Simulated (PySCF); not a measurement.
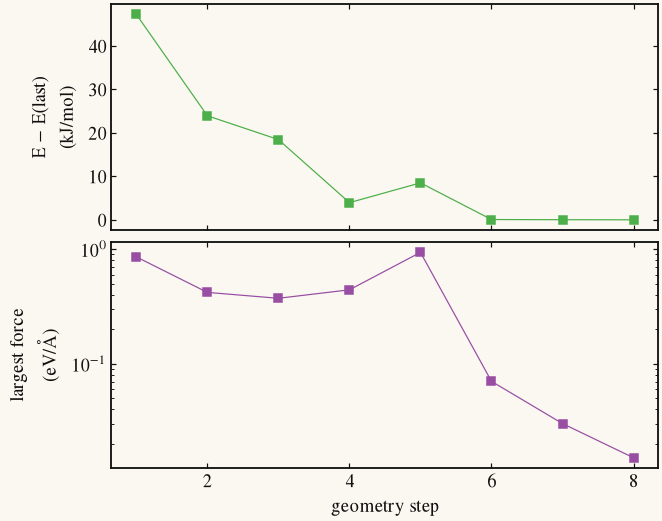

History of a geometry optimisation.

- system: an isomer of formula C4H5AlS
- method: PySCF 2.14.0, density fitting, PBE0-D3(BJ)/def2-SVP, geometry optimisation

Question: How did it end, and what did it gain?

Answer: The optimisation met its thresholds at geometry 8, counting the start as the first. The energy fell by about 47 kJ/mol from the first step to the last, with a rise at step 5. The largest force goes from about 0.85 eV/Å at the start to 0.015 eV/Å at the end.
